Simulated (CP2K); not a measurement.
Consider methyl vinyl ether at its PBE geometry (Å).

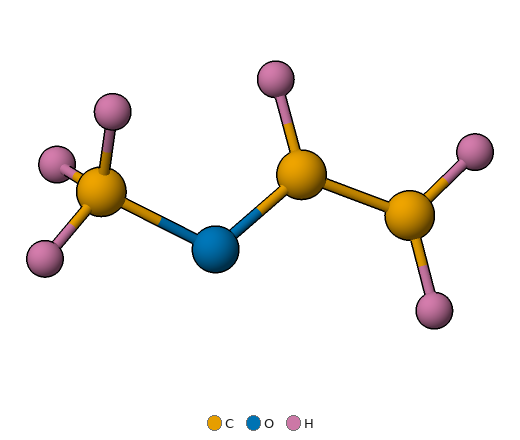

The molecule (carbon orange, oxygen blue, hydrogen pink).

```xyz
10

C     1.9098    0.0350   -0.4808
C     0.6957   -0.1517    0.0489
O    -0.4503    0.2863   -0.5663
C    -1.6461    0.1040    0.2082
H     2.0483    0.5601   -1.4242
H     2.7828   -0.3476    0.0411
H     0.5451   -0.6762    0.9978
H    -2.4796    0.4114   -0.4321
H    -1.6299    0.7309    1.1139
H    -1.7758   -0.9522    0.4934
```

Method: CP2K XAS_TDP, all-electron GAPW, PBEh(45%), aug-cc-pVDZ, TDA, no relativity.

**Question.** Where do the C K-edge lines lie, and how strong are they?

Leading lines: C1 281.25 eV, C2 282.71 eV and C4 284.91 eV. The leading line of an atom is its first one with 35 % of the strongest within 2.5 eV of its lowest line over the strength cut. 

The first six lines of each atom with a strength over 0.0015:

| atom | energy (eV) | states | strength, one atom |
| --- | --- | --- | --- |
| C1 (bonded to C and 2 H) | 281.25 | 1 | 0.0449 |
|  | 283.69 | 1 | 0.0064 |
|  | 284.19 | 1 | 0.0112 |
|  | 284.57 | 1 | 0.0032 |
|  | 285.01 | 1 | 0.0029 |
|  | 285.25 | 1 | 0.0048 |
| C2 (bonded to C, O and H) | 282.71 | 1 | 0.0592 |
|  | 285.39 | 1 | 0.0203 |
|  | 286.47 | 1 | 0.0031 |
|  | 286.51 | 1 | 0.0038 |
|  | 286.64 | 1 | 0.0104 |
|  | 286.84 | 1 | 0.0022 |
| C4 (bonded to O and 3 H) | 284.91 | 1 | 0.0349 |
|  | 285.41 | 1 | 0.0046 |
|  | 285.67 | 1 | 0.0206 |
|  | 285.97 | 1 | 0.0233 |
|  | 286.62 | 1 | 0.0033 |
|  | 286.94 | 1 | 0.0043 |

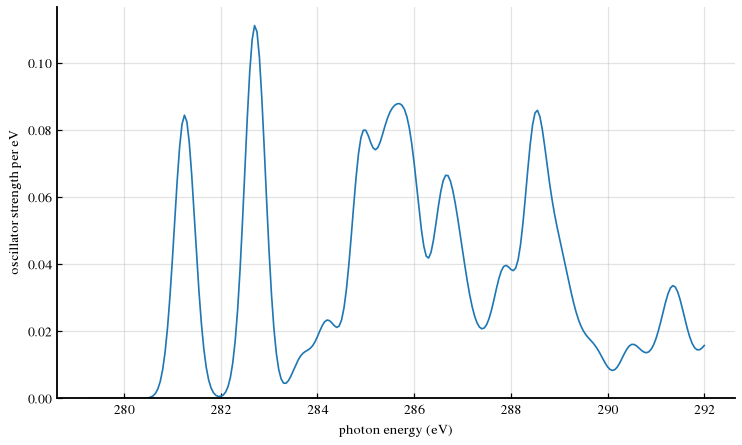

All atoms added, broadened by 0.5 eV.

Lines are vertical, at one geometry, with no vibrational structure. Without a correction of the core level, line positions, and the gaps between valence and Rydberg lines, follow the share of exact exchange. At this level such K lines come out 3 to 6 eV under measured ones. These values hold no scalar relativity, about 0.1 eV for C 1s. Rydberg lines, and the discretised continuum above threshold, depend on the basis and the box.

[Banner, clock and machine lines of the logs are left out without a mark of their own.]

[Logs are printed without paths, hosts, clocks, repeated set-up lines and the standing remarks that a program may print on its own settings, such as how far it seeks lower states.]

[Hosts, paths, dates, database ids (printed as entryN), source tags and the programs' standing remarks are cut or masked in the printed files.]
